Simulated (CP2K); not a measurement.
# C2H8Al2Si (SMILES [AlH2][C]1([SiH3])[CH2][AlH]1) at GFN2-xTB

Aim: the vertical electron affinity of C2H8Al2Si at GFN2-xTB, from 2 runs. 

Program for the calculation: CP2K 2026.2.

4 further runs of the same task are left out: 2 that didn't finish, 2 set aside as unsound or not needed.

### 1 The molecule

The species is C2H8Al2Si (13 atoms), meant as a singlet with charge 0. SMILES: `[AlH2][C]1([SiH3])[CH2][AlH]1`. The shape comes from a force field and isn't a relaxed structure.

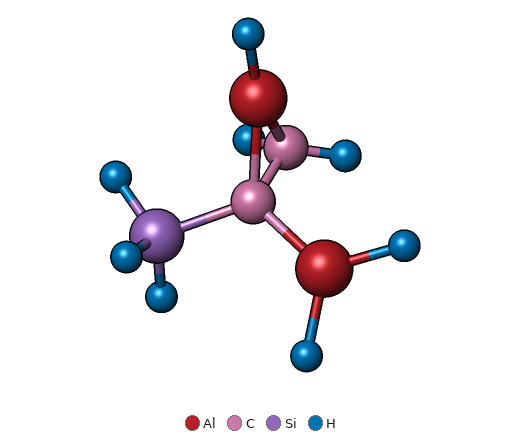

Viewed from a chosen angle; aluminium red, carbon pink, silicon purple, hydrogen blue.

### 2 Energy and forces at GFN2-xTB

Contents of gas.inp:

```
&force_eval
    method Quickstep
    &dft
        &qs
            method XTB
            eps_default 1.0E-10
            &xtb
                gfn_type TBLITE
                &tblite
                    method GFN2
                &end tblite
                check_atomic_charges F
            &end xtb
        &end qs
        &poisson
            periodic NONE
            poisson_solver ANALYTIC
        &end poisson
        &scf
            scf_guess ATOMIC
            eps_scf 1.0E-06
            max_scf 150
            added_mos 4
            &diagonalization
                algorithm STANDARD
            &end diagonalization
            &mixing
                method DIRECT_P_MIXING
                alpha 0.4
            &end mixing
            &smear ON
                method FERMI_DIRAC
                electronic_temperature [K] 300
            &end smear
        &end scf
        &print
            &moments
                periodic F
                reference COM
                max_moment 1
            &end moments
            &mo ON
                energies T
                occupation_numbers T
                ndigits 6
                &each
                    qs_scf 0
                &end each
                add_last NUMERIC
            &end mo
            &hirshfeld OFF
            &end hirshfeld
        &end print
    &end dft
    &subsys
        &cell
            abc 15.7 14.2 14.7
            periodic NONE
        &end cell
        &coord
            UNIT bohr
            Al    -0.4079919     2.7263079     2.7149695
            C      0.0755890     0.1050688     0.1194307
            Si    -2.4502189    -0.3099151    -2.4016529
            C      1.4492310    -2.3115130     1.0523885
            Al     3.6020070    -0.2915847    -1.1432843
            H      1.5775434     3.3066428     4.8276833
            H     -3.2456046     3.8643010     3.1240952
            H     -4.7388662    -0.9025332    -1.1803229
            H     -2.6431599     2.0811554    -3.7348547
            H     -1.6589906    -2.3663151    -4.0551633
            H      0.5950748    -4.1061859     0.2218538
            H      1.8621361    -2.3517642     3.1240952
            H      6.0216123     0.4905729    -2.6412702
        &end coord
        &topology
            &center_coordinates
            &end center_coordinates
        &end topology
    &end subsys
    &print
        &forces ON
        &end forces
    &end print
&end force_eval

&global
    project_name gas
    run_type ENERGY_FORCE
    print_level MEDIUM
&end global
```

The run is started by

```bash
$ OMP_NUM_THREADS=1 cp2k.psmp -i gas.inp > gas.out 2>&1
```

The log of the run:

```text
CP2K| version string:                                       CP2K version 2026.2
[...]
 GLOBAL| Method name                                                        CP2K
[...]
 GLOBAL| Run type                                                   ENERGY_FORCE
[...]
                             - Atoms:                                         13
[...]
                             - Spherical basis functions:                     43
[...]
 Number of electrons:                                                         26
[...]
  *** SCF run converged in    22 steps ***
[...]
  Fermi energy:                                                -0.29009074787718
[...]
 TB_DIPOLE| Moment [Debye]          1.10933475      -0.86918945      -1.83891973
 TB_DIPOLE| Derivative [a.u.]       0.00000000       0.00000000       0.00000000
[...]
 ENERGY| Total FORCE_EVAL ( QS ) energy [hartree]            -12.091669881646839
 FORCES| Atomic forces [hartree/bohr]
 FORCES|   Atom     x               y               z               |f|
 FORCES|      1 -1.80673321E-02 -4.20217267E-03  3.78950155E-03   1.89326983E-02
 FORCES|      2 -7.68036006E-03  3.86109726E-02 -1.64825162E-02   4.26786653E-02
 FORCES|      3  2.26921232E-02  8.14766513E-03  3.59016784E-03   2.43763453E-02
 FORCES|      4  2.99486543E-02 -4.55227739E-02 -3.80057896E-04   5.44921030E-02
 FORCES|      5 -6.16941207E-03  3.13752454E-03  3.05376741E-03   7.56513059E-03
 FORCES|      6  5.29009729E-04  2.15371710E-03 -2.05947170E-03   3.02651158E-03
 FORCES|      7  1.38372113E-02 -5.36604211E-04 -8.13378217E-04   1.38714796E-02
 FORCES|      8 -2.46612280E-02 -7.82990986E-03  8.00517467E-03   2.70844324E-02
 FORCES|      9 -1.75115270E-03  3.51520725E-03 -4.85541117E-03   6.24485671E-03
 FORCES|     10  1.59437000E-04 -4.49276872E-03 -5.98882346E-03   7.48841755E-03
 FORCES|     11  5.35729116E-03  1.62876146E-02  2.16714403E-02   2.76340059E-02
 FORCES|     12 -1.17275424E-02 -6.97653622E-03 -1.13862205E-02   1.77722629E-02
 FORCES|     13 -2.46669939E-03 -2.29193557E-03  1.85582740E-03   3.84469373E-03
[...]
```

It took 1.4 s on 1 thread of Intel Xeon Platinum 8488C (Sapphire Rapids), shared host; peak memory 0.19 GiB.

### 3 The doublet anion

Contents of qs.inp:

```
&GLOBAL
    PROJECT qs
    RUN_TYPE ENERGY_FORCE
    PRINT_LEVEL MEDIUM
&END GLOBAL

&FORCE_EVAL
    METHOD QS
    &DFT
        CHARGE -1
        MULTIPLICITY 2
        LSD T
        &QS
            METHOD XTB
            EPS_DEFAULT 1.0E-10
            &XTB
                GFN_TYPE TBLITE
                &TBLITE
                    METHOD GFN2
                &END TBLITE
                CHECK_ATOMIC_CHARGES F
            &END XTB
        &END QS
        &POISSON
            PERIODIC NONE
            POISSON_SOLVER ANALYTIC
        &END POISSON
        &SCF
            SCF_GUESS ATOMIC
            EPS_SCF 1.0E-06
            MAX_SCF 150
            ADDED_MOS 4
            &DIAGONALIZATION
                ALGORITHM STANDARD
            &END DIAGONALIZATION
            &MIXING
                METHOD DIRECT_P_MIXING
                ALPHA 0.4
            &END MIXING
        &END SCF
        &PRINT
            &MOMENTS
                PERIODIC F
                REFERENCE COM
                MAX_MOMENT 1
            &END MOMENTS
            &MO ON
                ENERGIES T
                OCCUPATION_NUMBERS T
                NDIGITS 6
                &EACH
                    QS_SCF 0
                &END EACH
                ADD_LAST NUMERIC
            &END MO
            &HIRSHFELD OFF
            &END HIRSHFELD
        &END PRINT
    &END DFT
    &SUBSYS
        &CELL
            ABC [angstrom] 15.7 14.2 14.7
            PERIODIC NONE
        &END CELL
        &COORD
            UNIT bohr
            Al    -0.4079919     2.7263079     2.7149695
            C      0.0755890     0.1050688     0.1194307
            Si    -2.4502189    -0.3099151    -2.4016529
            C      1.4492310    -2.3115130     1.0523885
            Al     3.6020070    -0.2915847    -1.1432843
            H      1.5775434     3.3066428     4.8276833
            H     -3.2456046     3.8643010     3.1240952
            H     -4.7388662    -0.9025332    -1.1803229
            H     -2.6431599     2.0811554    -3.7348547
            H     -1.6589906    -2.3663151    -4.0551633
            H      0.5950748    -4.1061859     0.2218538
            H      1.8621361    -2.3517642     3.1240952
            H      6.0216123     0.4905729    -2.6412702
        &END COORD
        &TOPOLOGY
            &CENTER_COORDINATES
            &END CENTER_COORDINATES
        &END TOPOLOGY
    &END SUBSYS
    &PRINT
        &FORCES ON
        &END FORCES
    &END PRINT
&END FORCE_EVAL
```

The run is started by

```bash
$ OMP_NUM_THREADS=1 cp2k.psmp qs.inp > qs.out
```

The log of the run:

```text
CP2K| version string:                                       CP2K version 2026.2
[...]
 GLOBAL| Method name                                                        CP2K
[...]
 GLOBAL| Run type                                                   ENERGY_FORCE
[...]
                             - Atoms:                                         13
[...]
                             - Spherical basis functions:                     43
[...]
 Number of electrons:                                                         14
[...]
  *** SCF run converged in    28 steps ***
[...]
  Fermi energy:                                                -0.07957046651782
[...]
 TB_DIPOLE| Moment [Debye]         -1.12098915      -0.60046177      -1.23386660
 TB_DIPOLE| Derivative [a.u.]       0.00000000       0.00000000       0.00000000
[...]
 ENERGY| Total FORCE_EVAL ( QS ) energy [hartree]            -12.269842496941395
 FORCES| Atomic forces [hartree/bohr]
 FORCES|   Atom     x               y               z               |f|
 FORCES|      1 -2.33101943E-03 -2.15245631E-02 -1.17174817E-02   2.46178766E-02
 FORCES|      2 -2.67104693E-02  2.23854103E-02 -8.91509567E-03   3.59726937E-02
 FORCES|      3  3.94132817E-02  4.61369077E-03  2.05692394E-02   4.46966053E-02
 FORCES|      4  7.71595886E-03 -3.33444566E-02  1.89502052E-03   3.42779800E-02
 FORCES|      5  5.44306566E-03  1.23437006E-02 -3.05455186E-03   1.38319990E-02
 FORCES|      6 -1.73483393E-03  7.01650583E-03  7.81743950E-03   1.06467536E-02
 FORCES|      7  7.94640740E-03  5.44479118E-03  3.35279563E-03   1.01996265E-02
 FORCES|      8 -2.91187392E-02 -9.03005757E-03  5.32844029E-03   3.09489126E-02
 FORCES|      9 -4.28324005E-03  5.80199609E-03 -8.47215543E-03   1.11259481E-02
 FORCES|     10 -4.47392088E-03 -5.40005664E-03 -9.32623660E-03   1.16685590E-02
 FORCES|     11  2.26598419E-03  1.42352991E-02  2.14844139E-02   2.58719629E-02
 FORCES|     12 -1.35875859E-02 -6.25964353E-03 -7.50764250E-03   1.67382891E-02
 FORCES|     13  1.94551109E-02  3.71738363E-03 -1.14541855E-02   2.28805298E-02
[...]
```

Wall time 1.4 s (1 thread of Intel Xeon Platinum 8488C (Sapphire Rapids), shared host); peak memory 0.19 GiB.

### 4 Outcome

Level: GFN2-xTB.

| quantity | value |
| --- | --- |
| singlet C2H8Al2Si: total energy | -12.09167 Eh |
| singlet C2H8Al2Si: dipole moment (from atomic charges alone) | 2.32 D |
| singlet C2H8Al2Si: HOMO energy | -8.31 eV |
| singlet C2H8Al2Si: LUMO energy | -7.48 eV |
| singlet C2H8Al2Si: HOMO–LUMO gap | 0.83 eV |
| singlet C2H8Al2Si: largest force on an atom | 2.802 eV/Å |
| doublet anion: total energy | -12.26984 Eh |
| doublet anion: HOMO energy (highest over α and β) | -2.28 eV |
| doublet anion: LUMO energy (lowest over α and β) | -2.05 eV |
| doublet anion: largest force on an atom | 2.298 eV/Å |
| vertical electron affinity (to the doublet anion) | 4.848 eV |

What this shows: At fixed nuclei the extra electron is bound by 4.85 eV (468 kJ/mol). The largest force (singlet C2H8Al2Si) is 2.80 eV/Å: the shape isn't a stationary point for this species at this level. A minimal valence basis can't be trusted even for the sign of an electron affinity. xTB total energies overstate such differences by several eV unless an empirical shift is taken off; none is applied here. The dipole (singlet C2H8Al2Si) comes from point charges on the atoms alone, without atomic dipoles, so it is partial.
